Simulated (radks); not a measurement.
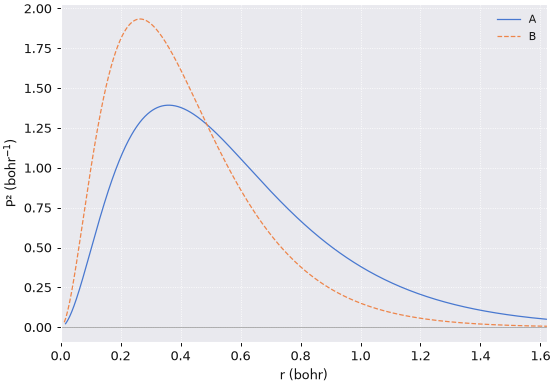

Two nuclei with the same 2 electrons, 1s2, were computed: Be²⁺; Li⁺. Theory: non-relativistic Kohn-Sham, PBE, spin-polarised, spherical densities, point nucleus (computed with the in-house radial solver radks).

The plot shows P² of the 1s up orbital in both runs.

Q: Assign A and B.

Answer: A is Li⁺ (⟨r⟩ = 0.579 bohr, eigenvalue −60.4 eV); B is Be²⁺ (⟨r⟩ = 0.418 bohr, eigenvalue −132.3 eV). The larger nuclear charge pulls the orbital in.
